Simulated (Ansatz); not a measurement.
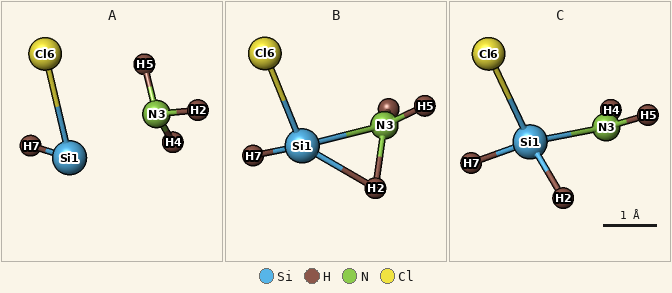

3 geometries from a converged minimum-energy path of SiNH$_{4}$Cl, shuffled. The picture is a ball-and-stick view, seen at a tilt.

Level of theory: RKS PBE0-D4/cc-pVDZ in Ansatz. Settings: 5 movable images; climbing image; force threshold 0.03 eV/Å; iteration limit 60; starting path through a guess of the saddle point.

> Which frame is the transition state?

B. In order along the path, whose images run from 0 to 6: C (image 1, +31.6 kJ/mol), B (image 3, +281.5 kJ/mol), A (image 6, +107.6 kJ/mol). A hydrogen atom shifts from one atom to another. Breaking: Si1–H2 (1.49 → 1.63 at the top → 2.62 Å). Forming: H2–N3 (2.61 → 1.40 at the top → 1.02 Å).

The run took 3.4 min on 1 thread of Arm Neoverse V1, with other jobs on the host, peak memory 0.14 GiB.
